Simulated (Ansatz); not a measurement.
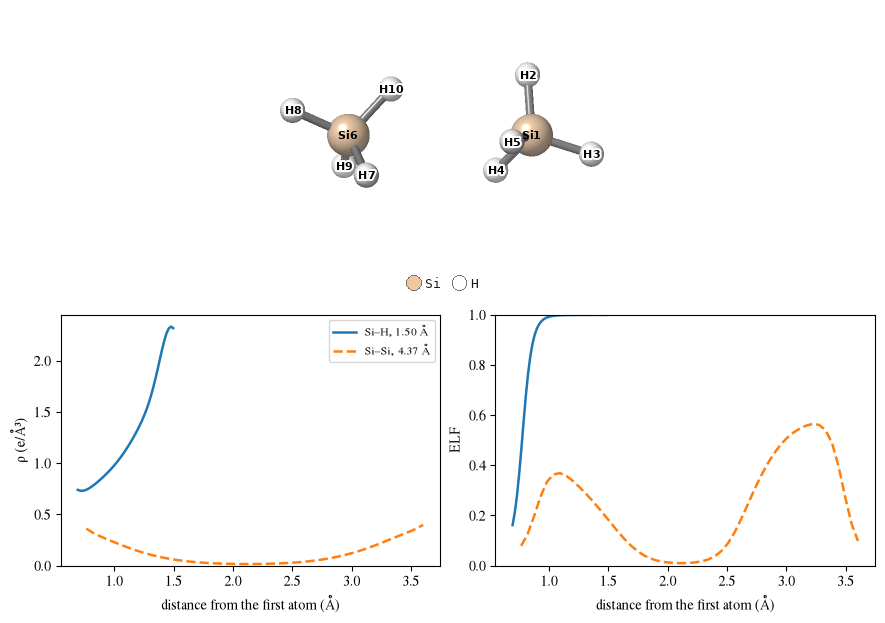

The picture shows: SiH4···SiH4. Total electron density and electron localisation function along straight lines between neighbouring atoms. The curves leave out the atomic cores. The structure is drawn too.

These are results of RKS PBE0/cc-pVDZ in Ansatz, not measurements.

```xyz
10

Si    0.8128   -0.0172   -0.2824
H     1.3243    0.0790    1.1220
H     1.9518    0.1481   -1.2416
H    -0.1994    1.0621   -0.5206
H     0.1720   -1.3543   -0.4921
Si   -3.1930    0.0169    1.4597
H    -3.2876   -0.8374    0.2341
H    -4.2205   -0.4214    2.4565
H    -3.4293    1.4485    1.0919
H    -1.8279   -0.1243    2.0600
```

Compare the contacts.

Si–H (1.50 Å): the density is about 0.73 e/Å³ at the midpoint; the ELF climbs to about 1 towards the hydrogen, as it does in any bond to H.
Si1···Si6 (4.37 Å): the density falls to about 0.02 e/Å³ on the way; the ELF dips to about 0 between them: a non-bonded, intermolecular contact.
